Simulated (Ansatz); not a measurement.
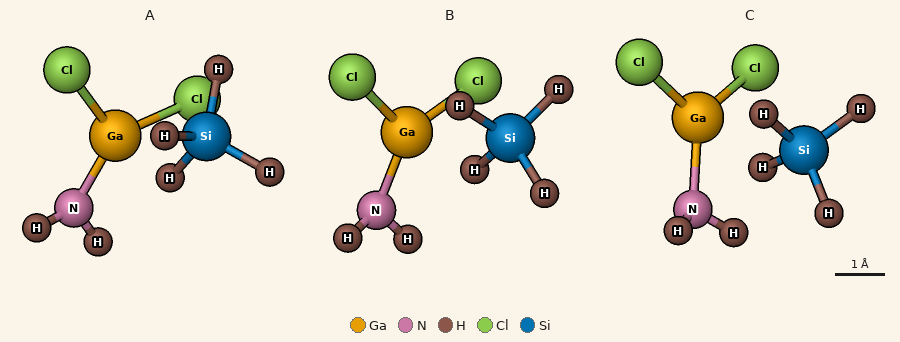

3 geometries from one relaxation of GaSiNH₆Cl₂, in shuffled order. The picture is a ball-and-stick view, seen from a free direction.

The run prepares an end point of a later path (reaction) calculation, from a guessed geometry.

Method: RKS LDA/def2-SVP in Ansatz 0.2.0. Settings: no spin polarisation; force threshold 0.03 eV/Å; at most 50 steps.

Question: Put them in the order of the run, from the start to the converged end.

Answer: C, B, A. They are steps 0, 6, 14, at +36.3 kJ/mol, +8.49 kJ/mol relative to the last. The largest moves after the best rigid fit, 1.22 Å, are those of Cl and H atoms. By element the largest moves are Cl 1.22 Å, H 1.21 Å, Ga 0.57 Å, N 0.48 Å, Si 0.29 Å. Among the contacts that change: Ga–Si 3.529 → 3.145 Å, Ga–H 2.266 → 2.054 Å, Ga–N 1.877 → 1.790 Å, H–Si 1.488 → 1.533 Å. Bond angles that change, for instance: Ga–N–H 115.2° → 120.5°, Ga–N–H 114.8° → 120.2°, H–Si–H 110.0° → 106.9°. Over 14 geometry steps the energy falls by 36.3 kJ/mol. The largest force component goes from 1.6 to 0.027 eV/Å. Cost: 15 s on 4 threads of Intel(R) Xeon(R) CPU @ 2.60GHz (Ice Lake), with other jobs on the host, peak memory 0.22 GiB.

Limits of the set-up: the start holds two separate molecules, 2.3 Å apart at their closest, whose relative position is a soft coordinate and is computed without a dispersion correction.
